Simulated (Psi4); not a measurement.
**PBE0/cc-pVDZ run of C2ClF3 (chlorotrifluoroethylene)**

Aim: the energy change on altering one bond length of C2ClF3 (chlorotrifluoroethylene) at PBE0/cc-pVDZ, from 2 runs. 

Program for the calculation: Psi4 1.11.

**1. The structure to begin with**

C2ClF3: 6 atoms, total charge 0, spin state singlet. SMILES: `FC(F)=C(F)Cl`. The coordinates come from a PBE0-D4/def2-TZVP relaxation.

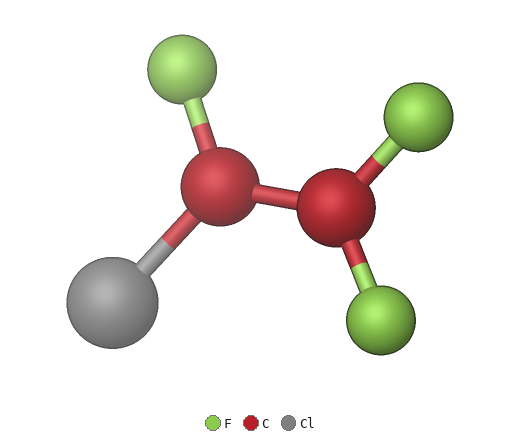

The structure, seen from a chosen angle (fluorine green, carbon red, chlorine grey).

**2. Energy and gradient at PBE0/cc-pVDZ**

The input, c2clf3.xyz:

```xyz
6
C2ClF3
F      0.754980    -1.638860     0.121480
C     -0.084770    -0.642210     0.238150
F     -1.171340    -0.974840     0.883330
C      0.149100     0.567290    -0.247440
F      1.278540     0.821980    -0.890380
Cl    -0.926530     1.866650    -0.105120
```

The input, c2clf3_ase.py:

```python
import numpy as np
from ase.calculators.psi4 import Psi4
from ase.io import read

atoms = read('c2clf3.xyz')
calc = Psi4(atoms=atoms, method='pbe0', basis='cc-pVDZ', memory='2200MB', num_threads=1, charge=0, multiplicity=1, label='psi4-calc')
calc.psi4.set_options({'puream': True, 'e_convergence': 1e-09, 'd_convergence': 1e-08, 'scf_type': 'pk', 'dft_radial_points': 99, 'dft_spherical_points': 590})
atoms.calc = calc

forces = atoms.get_forces()
print(f'energy: {atoms.get_potential_energy():.6f} eV')
print('forces / eV A^-1')
print(np.round(forces, 5))
```

The run is started by

```bash
python c2clf3_ase.py
```

psi4-calc.dat:

```text
[...]
  Running in c1 symmetry.
[...]
  Nuclear repulsion =  295.745276287558966
[...]
  Multiplicity = 1
[...]
  Nalpha       = 28
  Nbeta        = 28
[...]
    Number of basis functions: 88
[...]
   @RKS iter   1:  -835.34329104072754    2.05936e-02   3.72891e-03 DIIS/ADIIS
[...]
   @RKS iter  12:  -835.38625601567787    6.82121e-13   6.47438e-09 DIIS
[...]
    Orbital Energies [Eh]
    ---------------------
    Doubly Occupied:
       1A   -101.752738     2A    -24.846470     3A    -24.844638
       4A    -24.830410     5A    -10.417753     6A    -10.381903
       7A     -9.569779     8A     -7.304784     9A     -7.294471
      10A     -7.294302    11A     -1.352233    12A     -1.303693
      13A     -1.290500    14A     -0.935901    15A     -0.810432
      16A     -0.677583    17A     -0.627859    18A     -0.613958
      19A     -0.571795    20A     -0.540376    21A     -0.511218
      22A     -0.494971    23A     -0.483198    24A     -0.464290
      25A     -0.437022    26A     -0.389237    27A     -0.366193
      28A     -0.265078
[...]
  @RKS Final Energy:  -835.38625601567787
   => Energetics <=
    Nuclear Repulsion Energy =            295.7452762875589656
    One-Electron Energy =               -1743.2789603177523077
    Two-Electron Energy =                 665.1362948442427978
    DFT Exchange-Correlation Energy =     -52.9888668297272645
    Empirical Dispersion Energy =           0.0000000000000000
    VV10 Nonlocal Energy =                  0.0000000000000000
    Total Energy =                       -835.3862560156778727
[...]
 Multipole Moments:
 ------------------------------------------------------------------------------------
     Multipole            Electronic (a.u.)      Nuclear  (a.u.)        Total (a.u.)
 ------------------------------------------------------------------------------------
 L = 1.  Multiply by 2.5417464519 to convert [e a0] to [Debye]
 Dipole X            :          0.3367972           -0.4576464           -0.1208492
 Dipole Y            :         -0.9641229            0.9612407           -0.0028821
 Dipole Z            :          0.1252001           -0.0638291            0.0613710
 Magnitude           :                                                    0.1355700
[...]
  -Total Gradient:
     Atom            X                  Y                   Z
    ------   -----------------  -----------------  -----------------
       1       -0.003478116543     0.003504686299     0.000669718791
       2        0.001454509667     0.002646859872    -0.001530815752
       3        0.004405195166     0.000917646864    -0.002485776729
       4       -0.003921562068     0.000270196487     0.001886195661
       5       -0.003900591749    -0.001368778261     0.002367292127
       6        0.005423970772    -0.005957305425    -0.000902342656
[...]
```

On the terminal:

```text
energy: -22732.017892 eV
forces / eV A^-1
[[ 0.17885 -0.18022 -0.03444]
 [-0.07479 -0.13611  0.07872]
 [-0.22652 -0.04719  0.12782]
 [ 0.20165 -0.01389 -0.09699]
 [ 0.20058  0.07039 -0.12173]
 [-0.27891  0.30634  0.0464 ]]
```

Wall time 28 s (1 thread of Intel Xeon 6975P-C (Granite Rapids), shared host); peak memory 1.1 GiB.

**3. The distorted shape: a single-point energy at PBE0/cc-pVDZ**

The input, c2clf3.xyz:

```xyz
6
C2ClF3
F      0.585555    -1.677065     0.217926
C     -0.254195    -0.680415     0.334596
F     -1.340765    -1.013045     0.979776
C     -0.020325     0.529085    -0.150994
F      1.278540     0.821980    -0.890380
Cl    -1.095955     1.828445    -0.008674
```

The input, job.py:

```python
import psi4

psi4.set_memory(2200000000)
psi4.set_num_threads(1)
psi4.core.set_output_file('psi4.out', False)

with open('c2clf3.xyz') as f:
    atoms = ''.join(f.readlines()[2:])
geom = psi4.geometry('0 1\n' + atoms + 'symmetry c1')

options = {'puream': True, 'e_convergence': 1e-09, 'd_convergence': 1e-08, 'scf_type': 'pk', 'dft_radial_points': 99, 'dft_spherical_points': 590}
psi4.set_options(options)

e_tot = psi4.energy('pbe0/cc-pVDZ')
print('E =', round(e_tot, 9))
```

The run is started by

```bash
python job.py
```

psi4.out:

```text
[...]
  Running in c1 symmetry.
[...]
  Nuclear repulsion =  288.950452344180235
[...]
  Multiplicity = 1
[...]
  Nalpha       = 28
  Nbeta        = 28
[...]
    Number of basis functions: 88
[...]
   @RKS iter   1:  -835.32146954635527   -1.96175e-01   3.80697e-03 ADIIS/DIIS
[...]
   @RKS iter  13:  -835.36560003155557    1.13687e-13   1.72177e-09 DIIS
[...]
    Orbital Energies [Eh]
    ---------------------
    Doubly Occupied:
       1A   -101.764814     2A    -24.860059     3A    -24.852733
       4A    -24.802468     5A    -10.435873     6A    -10.390384
       7A     -9.581118     8A     -7.316341     9A     -7.305923
      10A     -7.305442    11A     -1.362320    12A     -1.301839
      13A     -1.215847    14A     -0.946198    15A     -0.817321
      16A     -0.681912    17A     -0.632173    18A     -0.580936
      19A     -0.577508    20A     -0.515558    21A     -0.493445
      22A     -0.492619    23A     -0.470769    24A     -0.460969
      25A     -0.422881    26A     -0.395301    27A     -0.372384
      28A     -0.280049
[...]
  @RKS Final Energy:  -835.36560003155557
   => Energetics <=
    Nuclear Repulsion Energy =            288.9504523441802348
    One-Electron Energy =               -1729.7717708747613869
    Two-Electron Energy =                 658.3713411176283898
    DFT Exchange-Correlation Energy =     -52.9156226186026473
    Empirical Dispersion Energy =           0.0000000000000000
    VV10 Nonlocal Energy =                  0.0000000000000000
    Total Energy =                       -835.3656000315555730
[...]
 Multipole Moments:
 ------------------------------------------------------------------------------------
     Multipole            Electronic (a.u.)      Nuclear  (a.u.)        Total (a.u.)
 ------------------------------------------------------------------------------------
 L = 1.  Multiply by 2.5417464519 to convert [e a0] to [Debye]
 Dipole X            :          0.0873911           -0.5135108           -0.4261197
 Dipole Y            :         -1.0370163            0.9486434           -0.0883729
 Dipole Z            :          0.2722368           -0.0320281            0.2402087
 Magnitude           :                                                    0.4970795
[...]
```

Standard output:

```text
E = -835.365600032
```

It took 14 s on 1 thread of Intel Xeon 6975P-C (Granite Rapids), shared host; peak memory 1.1 GiB.

**4. Outcome**

Level: PBE0/cc-pVDZ.

| quantity | value |
| --- | --- |
| first shape: total energy | -835.38626 Eh |
| first shape: dipole moment | 0.34 D |
| first shape: HOMO energy | -7.21 eV |
| first shape: LUMO energy | 0.58 eV |
| first shape: HOMO–LUMO gap | 7.79 eV |
| first shape: largest force on an atom | 0.417 eV/Å |
| distorted shape: total energy | -835.36560 Eh |
| distorted shape: dipole moment | 1.26 D |
| distorted shape: HOMO energy | -7.62 eV |
| distorted shape: LUMO energy | -0.12 eV |
| distorted shape: HOMO–LUMO gap | 7.50 eV |
| energy change with the C4–F5 bond stretched from 1.324 to 1.523 Å | 0.562 eV |

**Reading.** With the C4–F5 bond stretched from 1.324 to 1.523 Å the energy rises by 0.56 eV (54.2 kJ/mol). The first shape isn't relaxed at this level, so the change isn't measured from a minimum. The largest force (first shape) is 0.42 eV/Å: the shape isn't a stationary point for this species at this level.
